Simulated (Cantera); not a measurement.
Feed: 1 mol Fe(CO)5, 0.013 mol O2, 24 mol N2, 0.13 mol H2, at 802 °C.

Cantera equilibrium calculation (NASA polynomials, part measured and part estimated; ideal gas, pure solids and liquids). Candidate condensed phases: C, C6H6, C7H8, C8H18, Fe, Fe(CO)5, FeO, Fe(OH)2, Fe(OH)3, Fe2O3, Fe3O4, H2O; 140 gas species. Condensed phases not in the tables: cementite and carbon dissolved in iron. Equilibrium is a limit: real reactors are often held back by kinetics, nucleation or transport.

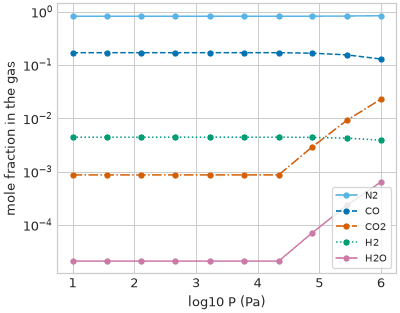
Equilibrium gas composition (values under 1e-9 drawn at 1e-9)

From 10.0 Pa to 0.220 bar the condensed part is Fe(α). From 0.770 bar to 10.0 bar the condensed part is C(graphite) + Fe(α).
